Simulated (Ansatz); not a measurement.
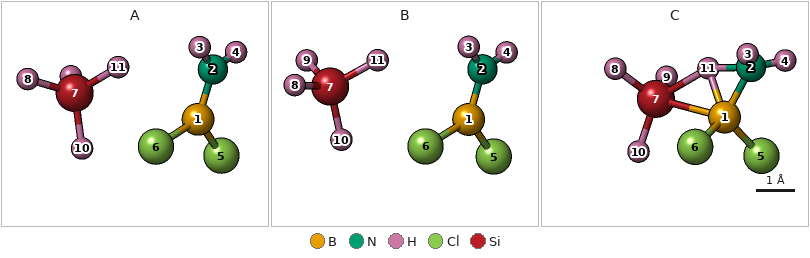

3 geometries from a converged minimum-energy path of BSiNH6Cl2, made up at the start of BNH2Cl2 and SiH$_{4}$, shuffled. Style: ball-and-stick. Shown from a free direction.

Method: Ansatz, RKS PBE/6-31G*. Settings: 9 movable images; climbing image; force threshold 0.05 eV/Å; iteration limit 60; starting path through a guess of the saddle point.

Q: Which frame is the transition state?

A: C. In order along the path, whose images run from 0 to 10: B (image 0, 0.00 eV), A (image 1, +0.01 eV), C (image 4, +2.02 eV). Breaking: Si7–H11 (1.50 → 1.84 at the top → 3.20 Å). Forming: B1–Si7 (4.21 → 2.30 at the top → 2.05 Å), N2–H11 (3.21 → 1.39 at the top → 1.03 Å).

Limits of the set-up: the start holds two separate molecules, 3.2 Å apart at their closest, whose relative position is a soft coordinate and is computed without a dispersion correction.

The run took 5.6 min on 2 threads of Intel(R) Xeon(R) 6975P-C (Granite Rapids) (shared host), peak memory 0.16 GiB.
